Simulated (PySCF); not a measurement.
**What a change does: NMR shielding calculation on C4H8AlN**

System: C4H8AlN, SMILES C1#[N+][AlH2-][CH2]CC1.
Method of the first run: GIAO PBE0/pcSseg-1 NMR shielding, non-relativistic, gas phase (PySCF 2.14.0).

The geometry comes from this level: PBE0-D3(BJ)/def2-SVP. Text and figures count atoms from 1; the logs count them from 0 in places.

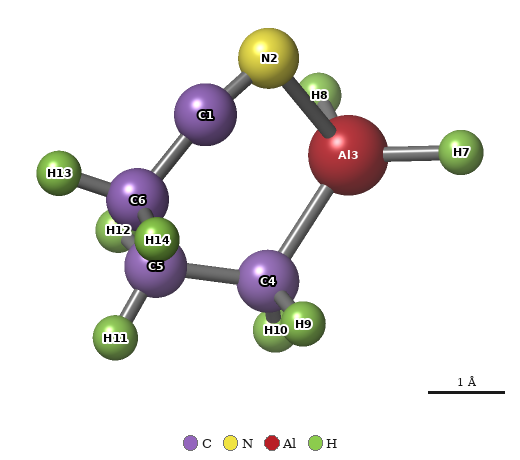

Fig. 1: The input geometry (ball-and-stick view, seen at a tilt; atoms are numbered from 1 in the order of the input). Sticks mark near contacts.

## Input file, the first run
```
{"job": {"kind": "nmr", "xc": "PBE0", "basis": "pcSseg-1", "pop": false}, "charge": 0, "multiplicity": 1}
C     -0.481221     0.689155     2.107030
N     -1.102803     0.005698     2.810970
Al    -1.705580    -1.524600     1.304785
C     -0.971637    -0.539250    -0.297353
C      0.340752     0.214625    -0.088947
C      0.222575     1.308509     1.003269
H     -3.291290    -1.528650     1.479615
H     -0.819187    -2.743285     1.837221
H     -1.737777     0.153377    -0.693982
H     -0.822689    -1.292210    -1.092365
H      0.699826     0.723387    -1.000307
H      1.139889    -0.481734     0.215934
H      1.199924     1.691410     1.333738
H     -0.378675     2.163160     0.652701
```

The first line tells a small driver script what to run in PySCF; the rest is the geometry in Å.

Command:
```bash
OMP_NUM_THREADS=1 python <driver script> task.json out
```

Hardware: 1 CPU thread, shared host.

## Output (the first run)
```
coarse grid: 11992 points
cycle   1  E = -453.8934662170  dE =  4.753e-01  |g| = 4.869e-01  |ddm| = 3.294e+00
cycle   2  E = -453.7733949648  dE =  1.201e-01  |g| = 9.017e-01  |ddm| = 1.078e+00
cycle   3  E = -453.9504846745  dE = -1.771e-01  |g| = 1.716e-01  |ddm| = 6.474e-01
cycle   4  E = -453.9566482488  dE = -6.164e-03  |g| = 4.979e-02  |ddm| = 1.488e-01
cycle   5  E = -453.9572510403  dE = -6.028e-04  |g| = 6.097e-03  |ddm| = 4.659e-02
cycle   6  E = -453.9572590244  dE = -7.984e-06  |g| = 2.090e-03  |ddm| = 6.877e-03
final grid: 110696 points
cycle   7  E = -453.9922137488  dE = -2.123e-05  |g| = 6.784e-03  |ddm| = 2.246e-02
cycle   8  E = -453.9922076100  dE =  6.139e-06  |g| = 8.450e-03  |ddm| = 1.305e-02
cycle   9  E = -453.9922255735  dE = -1.796e-05  |g| = 8.469e-04  |ddm| = 7.116e-03
cycle  10  E = -453.9922256900  dE = -1.165e-07  |g| = 4.764e-04  |ddm| = 7.735e-04
cycle  11  E = -453.9922257371  dE = -4.705e-08  |g| = 8.902e-05  |ddm| = 3.348e-04
cycle  12  E = -453.9922257389  dE = -1.844e-09  |g| = 1.824e-05  |ddm| = 8.621e-05
cycle  13  E = -453.9922257390  dE = -7.822e-11  |g| = 3.322e-06  |ddm| = 2.340e-05
converged SCF energy = -453.9922257390

GIAO shielding tensors (ppm)
atom      isotropic    diamagn.    paramagn.     s11        s22        s33       span
  0 C       37.560     268.384    -230.824    -99.434    -68.674    280.789    380.224
  1 N      -15.096     337.147    -352.244   -189.765   -143.780    288.256    478.021
  2 Al     372.043     795.346    -423.303    343.113    380.530    392.486     49.373
  3 C      174.911     250.982     -76.071    161.920    173.011    189.802     27.882
  4 C      152.980     248.448     -95.468    130.911    163.764    164.264     33.353
  5 C      161.236     252.454     -91.218    136.236    172.742    174.729     38.493
  6 H       26.577      28.483      -1.906     23.743     24.507     31.480      7.738
  7 H       26.582      29.139      -2.557     23.804     24.737     31.206      7.402
  8 H       31.005      31.762      -0.757     26.871     28.820     37.324     10.453
  9 H       31.077      31.193      -0.116     26.541     28.541     38.149     11.608
 10 H       28.886      31.356      -2.470     23.353     27.282     36.023     12.670
 11 H       29.110      32.170      -3.059     24.907     27.534     34.890      9.984
 12 H       28.936      28.315       0.621     24.231     26.308     36.268     12.036
 13 H       29.011      29.267      -0.257     24.890     26.689     35.453     10.563
```

For the second run the input was changed thus:
```diff
-"xc": "PBE0"
+"xc": "mPW1PW91"
```

What does this change do to the results?

The total energies belong to different methods, so their difference says nothing on which is more stable or more accurate. Of all shieldings, the largest change is that of Al3, by +1.2 ppm. The functional changes from PBE0 to mPW1PW91. The number of SCF iterations is the same.

## Output (the second run)
```
coarse grid: 11992 points
cycle   1  E = -454.2176038843  dE =  4.751e-01  |g| = 4.937e-01  |ddm| = 3.298e+00
cycle   2  E = -454.0922731785  dE =  1.253e-01  |g| = 9.183e-01  |ddm| = 1.086e+00
cycle   3  E = -454.2761742646  dE = -1.839e-01  |g| = 1.722e-01  |ddm| = 6.546e-01
cycle   4  E = -454.2824280162  dE = -6.254e-03  |g| = 4.985e-02  |ddm| = 1.501e-01
cycle   5  E = -454.2830336693  dE = -6.057e-04  |g| = 6.138e-03  |ddm| = 4.669e-02
cycle   6  E = -454.2830418999  dE = -8.231e-06  |g| = 2.087e-03  |ddm| = 7.021e-03
final grid: 110696 points
cycle   7  E = -454.3183452755  dE = -2.219e-05  |g| = 4.834e-03  |ddm| = 2.105e-02
cycle   8  E = -454.3183418371  dE =  3.438e-06  |g| = 6.172e-03  |ddm| = 9.346e-03
cycle   9  E = -454.3183512143  dE = -9.377e-06  |g| = 8.120e-04  |ddm| = 5.039e-03
cycle  10  E = -454.3183513269  dE = -1.126e-07  |g| = 3.852e-04  |ddm| = 6.751e-04
cycle  11  E = -454.3183513580  dE = -3.106e-08  |g| = 7.276e-05  |ddm| = 2.861e-04
cycle  12  E = -454.3183513592  dE = -1.245e-09  |g| = 1.572e-05  |ddm| = 7.243e-05
cycle  13  E = -454.3183513593  dE = -6.423e-11  |g| = 2.692e-06  |ddm| = 1.959e-05
converged SCF energy = -454.3183513593

GIAO shielding tensors (ppm)
atom      isotropic    diamagn.    paramagn.     s11        s22        s33       span
  0 C       36.872     268.579    -231.707   -100.383    -69.758    280.756    381.139
  1 N      -15.937     336.957    -352.895   -191.109   -144.828    288.125    479.234
  2 Al     373.214     795.359    -422.145    345.562    381.598    392.481     46.920
  3 C      174.183     251.148     -76.965    161.268    172.299    188.982     27.714
  4 C      152.062     248.551     -96.489    130.091    162.789    163.306     33.215
  5 C      160.250     252.355     -92.104    135.255    171.786    173.710     38.456
  6 H       26.685      28.543      -1.858     23.861     24.612     31.582      7.721
  7 H       26.690      29.215      -2.525     23.928     24.834     31.309      7.382
  8 H       31.065      31.848      -0.782     26.958     28.891     37.348     10.391
  9 H       31.134      31.279      -0.145     26.623     28.610     38.168     11.545
 10 H       28.949      31.427      -2.478     23.456     27.349     36.041     12.585
 11 H       29.171      32.263      -3.092     25.003     27.595     34.916      9.914
 12 H       28.988      28.360       0.629     24.308     26.379     36.278     11.970
 13 H       29.060      29.312      -0.253     24.965     26.752     35.461     10.496
```

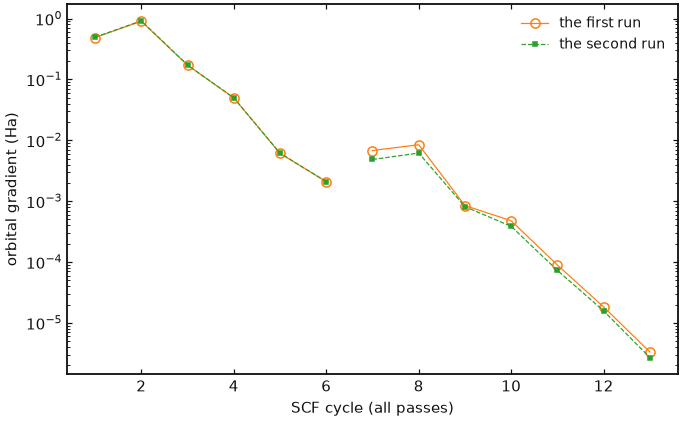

Fig. 2: Convergence of the two runs: orbital gradient against the SCF cycle. A break in a curve parts two SCF passes (coarse and final grid). The first run takes 13 cycles in all, and the second run takes 13.

## The two runs side by side

```csv
quantity,the first run,the second run
outcome,converged,converged
total energy (hartree),−453.992226,−454.318351
HOMO (eV),−7.31,−7.34
LUMO (eV),−1.09,−1.11
dipole moment (D),5.26,5.27
shielding of C1 (ppm),37.6,36.9
shielding of N2 (ppm),−15.1,−15.9
shielding of Al3 (ppm),372.0,373.2
shielding of C4 (ppm),174.9,174.2
shielding of C5 (ppm),153.0,152.1
shielding of C6 (ppm),161.2,160.3
shielding of H8 (ppm),26.6,26.7
SCF iterations,13,13
basis functions,149,149
wall time (shared host),15 s,15 s
```
